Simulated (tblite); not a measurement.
# Geometry relaxation of C₆H₁₂OSi

C₆H₁₂OSi, computed with GFN2-xTB geometry optimisation, gas phase (tblite 0.8.0).

It belongs to a series of runs on one base structure; here: H on C replaced by CHO.

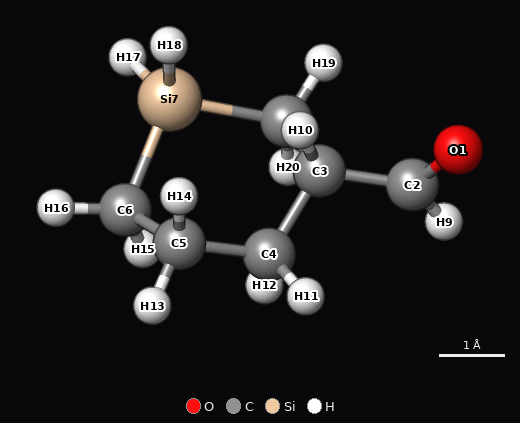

The starting structure (ball-and-stick view, seen at a tilt; atoms are numbered from 1 in the order of the input). Bond lengths as drawn: C–C 1.46 to 1.54 Å, C–H 1.07 to 1.12 Å, C–O 1.25 Å, C–Si 1.88 to 1.89 Å and H–Si 1.45 to 1.48 Å.

Key numbers:

```tsv
quantity	value
outcome	converged
total energy	−673.2701 eV
hardware	1 CPU thread, shared host
peak memory	0.18 GiB
```

Input file:
```
{"job": {"kind": "relax", "xc": "GFN2-xTB", "basis": "xTB"}, "charge": 0, "multiplicity": 1}
O      2.897900    -1.543100     1.065800
C      2.286200    -1.119100     0.055400
C      1.001600    -0.467500     0.308400
C     -0.156600    -1.147500    -0.398700
C     -1.508900    -0.786900     0.138500
C     -1.833700     0.606000    -0.413200
Si    -0.573900     1.739800     0.405600
C      1.076100     1.007500    -0.137500
H      2.740500    -1.262200    -0.907400
H      0.714900    -0.414700     1.381900
H     -0.014400    -2.249700    -0.280200
H     -0.136300    -0.869600    -1.458500
H     -2.274300    -1.483600    -0.230200
H     -1.483500    -0.766100     1.249200
H     -1.564700     0.591100    -1.477600
H     -2.865500     0.921000    -0.200500
H     -0.694300     3.121400    -0.034200
H     -0.619000     1.608000     1.881900
H      1.931700     1.522200     0.289100
H      1.071000     1.003700    -1.240900
```

The first line tells a small driver script what to run in tblite; the rest is the geometry in Å.

Command:
```bash
OMP_NUM_THREADS=1 python <driver script> task.json out
```

What the program printed:
```
step      E/eV     max force
  0    -672.56891    4.991
  1    -672.73097    5.622
  2    -672.91174    0.723
  3    -672.97386    0.713
  4    -673.07650    0.484
  5    -673.09417    0.314
  6    -673.11672    0.276
  7    -673.12624    0.270
  8    -673.13926    0.313
  9    -673.15182    0.298
 10    -673.16851    0.313
 11    -673.18442    0.356
 12    -673.19756    0.273
 13    -673.20704    0.242
 14    -673.21492    0.225
 15    -673.22135    0.200
 16    -673.22642    0.187
 17    -673.23036    0.188
 18    -673.23363    0.176
 19    -673.23670    0.141
 20    -673.24008    0.146
 21    -673.24404    0.134
 22    -673.24818    0.151
 23    -673.25152    0.141
 24    -673.25366    0.090
 25    -673.25506    0.092
 26    -673.25617    0.073
 27    -673.25705    0.057
 28    -673.25771    0.051
 29    -673.25828    0.053
 30    -673.25891    0.051
 31    -673.25958    0.057
 32    -673.26015    0.046
 33    -673.26063    0.051
 34    -673.26117    0.056
 35    -673.26191    0.066
 36    -673.26278    0.070
 37    -673.26350    0.064
 38    -673.26400    0.058
 39    -673.26446    0.052
 40    -673.26500    0.063
 41    -673.26559    0.061
 42    -673.26609    0.052
 43    -673.26648    0.044
 44    -673.26686    0.049
 45    -673.26726    0.043
 46    -673.26762    0.039
 47    -673.26790    0.037
 48    -673.26818    0.039
 49    -673.26852    0.050
 50    -673.26889    0.053
 51    -673.26920    0.049
 52    -673.26940    0.033
 53    -673.26953    0.025
 54    -673.26962    0.024
 55    -673.26971    0.023
 56    -673.26978    0.024
 57    -673.26984    0.016
 58    -673.26990    0.019
 59    -673.26994    0.017
 60    -673.26998    0.013
 61    -673.27001    0.012
 62    -673.27004    0.011
 63    -673.27006    0.011
 64    -673.27008    0.009
```

Trajectory as extended XYZ (Å, eV, eV/Å), 5 of the 65 frames kept, from step=0 to step=64:
```
20
Properties=species:S:1:pos:R:3:forces:R:3 step=0 energy=-672.56891
O     2.8979   -1.5431    1.0658   -0.7360   0.7300  -2.5840
C     2.2862   -1.1191    0.0554    1.7280  -1.5560   4.4160
C     1.0016   -0.4675    0.3084   -1.2050   1.4790   0.0060
C    -0.1566   -1.1475   -0.3987    0.4420  -1.5310  -0.3590
C    -1.5089   -0.7869    0.1385   -0.7450   0.5660   0.1720
C    -1.8337    0.6060   -0.4132    0.1740   0.1760   0.4850
Si   -0.5739    1.7398    0.4056   -0.0090   0.7750   0.6620
C     1.0761    1.0075   -0.1375   -0.4680  -0.3740  -0.5780
H     2.7405   -1.2622   -0.9074   -0.1410   0.1850  -0.7500
H     0.7149   -0.4147    1.3819    0.8620  -0.5990  -0.3280
H    -0.0144   -2.2497   -0.2802   -0.0320   0.5700  -0.3110
H    -0.1363   -0.8696   -1.4585    0.1510  -0.4690  -0.0040
H    -2.2743   -1.4836   -0.2302    0.2330  -0.0790   0.3180
H    -1.4835   -0.7661    1.2492   -0.2910  -0.2510  -0.6450
H    -1.5647    0.5911   -1.4776   -0.8780   0.1310   0.1230
H    -2.8655    0.9210   -0.2005    0.3330  -0.2740  -0.4570
H    -0.6943    3.1214   -0.0342   -0.0270   0.1740  -0.0330
H    -0.6190    1.6080    1.8819   -0.1090   0.1630  -0.2320
H     1.9317    1.5222    0.2891    0.0990  -0.1110  -0.2730
H     1.0710    1.0037   -1.2409    0.6200   0.2960   0.3720
20
Properties=species:S:1:pos:R:3:forces:R:3 step=16 energy=-673.22642
O     3.0324   -1.5781    0.9596    0.0700  -0.0180   0.1040
C     2.3100   -1.1318    0.1139    0.0290  -0.0350  -0.0320
C     0.9864   -0.4729    0.3531   -0.0450   0.0170   0.0140
C    -0.1141   -1.2355   -0.3902   -0.0840  -0.0190  -0.0030
C    -1.5056   -0.7862    0.0486   -0.0330   0.0050   0.0390
C    -1.8338    0.6448   -0.3752   -0.0490   0.0170  -0.0140
Si   -0.5687    1.8453    0.3797    0.0020   0.0090   0.0770
C     1.0611    0.9850   -0.1077    0.0000   0.0990  -0.0040
H     2.5993   -1.1787   -0.9519    0.0030   0.0290  -0.1520
H     0.7801   -0.5029    1.4254    0.0230  -0.0400   0.0910
H    -0.0094   -2.3025   -0.1831    0.0140  -0.0480   0.0190
H     0.0053   -1.0949   -1.4666   -0.0140   0.0240  -0.0230
H    -2.2580   -1.4748   -0.3486    0.0720   0.0180  -0.0610
H    -1.5557   -0.8467    1.1371   -0.0590  -0.0600   0.0540
H    -1.8301    0.7122   -1.4629    0.0440  -0.0190  -0.0730
H    -2.8518    0.8741   -0.0664   -0.0490   0.0640   0.0670
H    -0.6981    3.2370   -0.0584    0.0500  -0.0720  -0.1650
H    -0.6958    1.8467    1.8422    0.0110  -0.0360   0.0430
H     1.9328    1.4641    0.3361   -0.0010   0.0350   0.0600
H     1.2086    1.0064   -1.1878    0.0160   0.0300  -0.0400
20
Properties=species:S:1:pos:R:3:forces:R:3 step=32 energy=-673.26015
O     3.0888   -1.5573    0.8879    0.0000  -0.0010   0.0100
C     2.3190   -1.1245    0.0767   -0.0020   0.0320  -0.0100
C     0.9937   -0.4831    0.3758   -0.0300  -0.0030   0.0100
C    -0.1217   -1.2357   -0.3611   -0.0100  -0.0040  -0.0090
C    -1.5313   -0.7973    0.0385    0.0260  -0.0180   0.0130
C    -1.8516    0.6477   -0.3469   -0.0010  -0.0420   0.0110
Si   -0.5667    1.8454    0.3779    0.0080  -0.0230   0.0030
C     1.0744    0.9855   -0.0560   -0.0120  -0.0060   0.0110
H     2.5639   -1.1427   -1.0048   -0.0090  -0.0130  -0.0390
H     0.8239   -0.5376    1.4551   -0.0210  -0.0190   0.0250
H    -0.0194   -2.3023   -0.1413    0.0000   0.0010  -0.0370
H     0.0093   -1.1007   -1.4379   -0.0060   0.0000  -0.0030
H    -2.2503   -1.4695   -0.4419    0.0410   0.0210   0.0020
H    -1.6497   -0.9228    1.1174    0.0220   0.0340   0.0090
H    -1.8637    0.7341   -1.4356   -0.0080  -0.0260   0.0100
H    -2.8600    0.8823   -0.0052    0.0020   0.0350  -0.0190
H    -0.6408    3.1710   -0.2391   -0.0060   0.0120  -0.0030
H    -0.7056    1.9236    1.8366   -0.0030   0.0320  -0.0040
H     1.9252    1.4621    0.4327   -0.0200  -0.0080  -0.0020
H     1.2573    1.0327   -1.1317    0.0290  -0.0050   0.0230
20
Properties=species:S:1:pos:R:3:forces:R:3 step=48 energy=-673.26818
O     3.1267   -1.5213    0.8421   -0.0010   0.0100   0.0030
C     2.3158   -1.1213    0.0545   -0.0150  -0.0100   0.0060
C     0.9869   -0.5052    0.3886   -0.0220  -0.0040  -0.0250
C    -0.1271   -1.2312   -0.3742   -0.0200  -0.0090  -0.0060
C    -1.5291   -0.8034    0.0572    0.0100  -0.0040   0.0060
C    -1.8505    0.6360   -0.3444   -0.0150  -0.0170   0.0090
Si   -0.5720    1.8521    0.3583    0.0310  -0.0210   0.0090
C     1.0765    0.9748   -0.0041    0.0250  -0.0020  -0.0040
H     2.5171   -1.1527   -1.0371    0.0070  -0.0070   0.0020
H     0.8145   -0.5970    1.4661    0.0220   0.0140  -0.0250
H    -0.0212   -2.3064   -0.2055    0.0030  -0.0050   0.0000
H    -0.0089   -1.0493   -1.4457    0.0110   0.0010   0.0060
H    -2.2566   -1.4814   -0.4007    0.0240   0.0200  -0.0010
H    -1.6203   -0.9180    1.1398    0.0040   0.0330   0.0040
H    -1.8595    0.6996   -1.4347   -0.0210   0.0050   0.0050
H    -2.8566    0.8875   -0.0102   -0.0300  -0.0120  -0.0080
H    -0.6333    3.1479   -0.3222    0.0050   0.0080  -0.0060
H    -0.7269    2.0175    1.8074   -0.0250  -0.0030   0.0080
H     1.9046    1.4415    0.5294    0.0030   0.0000   0.0240
H     1.3145    1.0412   -1.0677    0.0060   0.0020  -0.0050
20
Properties=species:S:1:pos:R:3:forces:R:3 step=64 energy=-673.27008
O     3.1374   -1.5035    0.8363   -0.0030   0.0050  -0.0040
C     2.3180   -1.1260    0.0462    0.0010   0.0020   0.0050
C     0.9886   -0.5114    0.3816    0.0000   0.0050   0.0000
C    -0.1299   -1.2283   -0.3816    0.0030   0.0010   0.0010
C    -1.5270   -0.7995    0.0629    0.0030  -0.0030   0.0000
C    -1.8586    0.6348   -0.3467    0.0000  -0.0010   0.0020
Si   -0.5733    1.8489    0.3493    0.0070   0.0050   0.0000
C     1.0829    0.9735    0.0085    0.0000   0.0040  -0.0010
H     2.5140   -1.1766   -1.0456   -0.0040  -0.0020   0.0000
H     0.8209   -0.6089    1.4588    0.0010   0.0000  -0.0020
H    -0.0252   -2.3050   -0.2211    0.0010   0.0010  -0.0030
H    -0.0160   -1.0383   -1.4521    0.0040   0.0000   0.0020
H    -2.2569   -1.4842   -0.3785   -0.0030   0.0050  -0.0010
H    -1.6029   -0.8983    1.1482   -0.0030   0.0000   0.0000
H    -1.8799    0.6945   -1.4367    0.0000  -0.0030  -0.0010
H    -2.8639    0.8828   -0.0057   -0.0030   0.0000   0.0030
H    -0.6190    3.1405   -0.3418    0.0000  -0.0020   0.0010
H    -0.7564    2.0253    1.7947    0.0020  -0.0050  -0.0050
H     1.8975    1.4339    0.5687   -0.0040  -0.0040   0.0010
H     1.3444    1.0564   -1.0486   -0.0010  -0.0040   0.0020
```

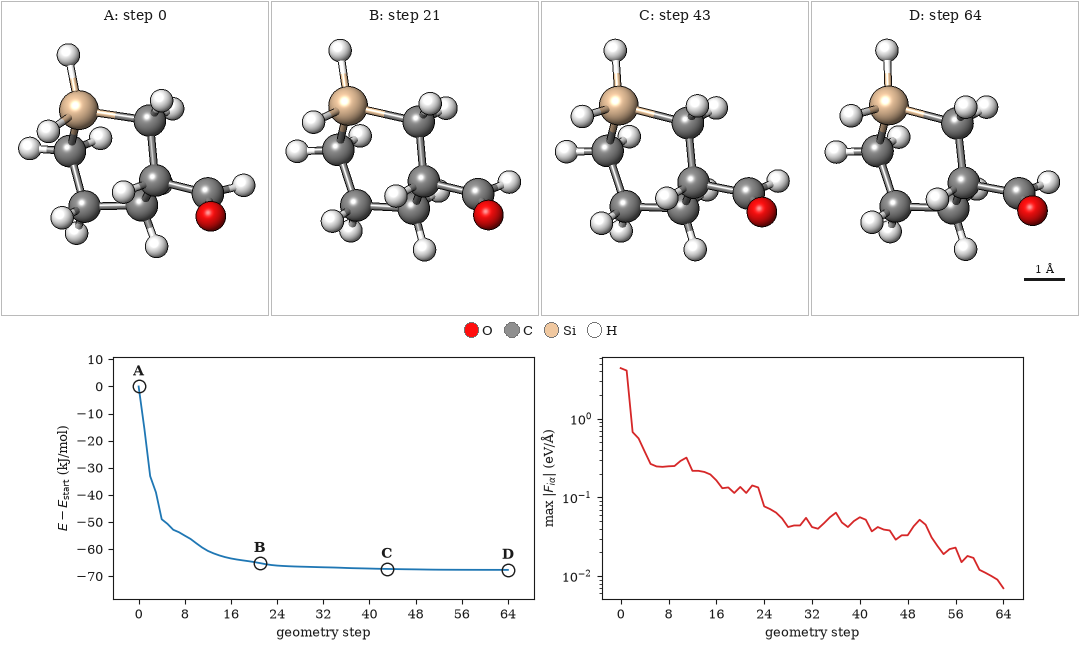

Frames of the relaxation (ball-and-stick view, seen at a tilt) above the curves, on which the letters mark them (steps are counted from 0).

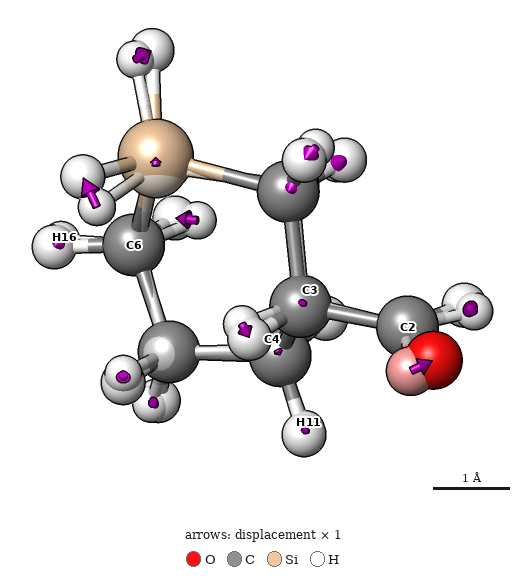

Start (faint) and end (solid) with the displacements as pink arrows, at true length (ball-and-stick view, seen at a tilt). The two geometries are laid on each other by the best rigid fit. The largest move after the best rigid fit is that of H18, 0.45 Å. By element the largest moves are H 0.45 Å, O 0.33 Å, C 0.15 Å, Si 0.12 Å. Among the contacts that change: O1–C2 1.255 → 1.199 Å, C2–C3 1.462 → 1.503 Å, C2–H9 1.074 → 1.110 Å, C4–C5 1.499 → 1.528 Å. Among the angles that change: C3–C2–H9 125.9° → 113.2°, O1–C2–C3 116.1° → 125.9°, H15–C6–H16 114.9° → 106.4°. The energy falls by 67.7 kJ/mol in 64 geometry steps. Largest force component: 4.4 eV/Å at the start, 0.007 eV/Å at the end. (Atoms are counted from 1 in the order of the input.)
